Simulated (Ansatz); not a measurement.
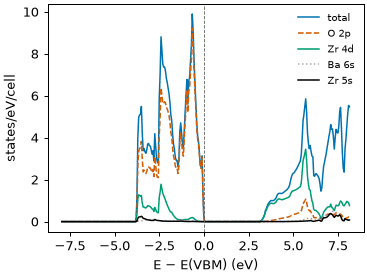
Figure. Total and projected density of states of BaZrO$_{3}$ (cubic perovskite, Pm-3m), the program Ansatz at the PBEsol level (PAW)

Task: Which orbitals carry the states next to the gap?

Result: Top 1 eV of the valence band: O 2p 94 %. Bottom 1 eV of the conduction band: Zr 4d 86 %, O 2p 6 %, outside the projected shells 8 %. Projections are on Löwdin-orthogonalised atomic valence shells; empty p or d shells of many metals are not among them.

Task: Where is the tallest occupied peak in this window, and what makes it?

Result: Near -0.7 eV, about 9.9 states/eV per cell; the largest projected share is O 2p.

The PBEsol relaxation kept the symmetry of its start. The run is not spin-polarised. Scalar-relativistic: spin–orbit coupling is off unless named, which matters more the heavier the elements.

Potentials: the later of the program's two PAW sets.
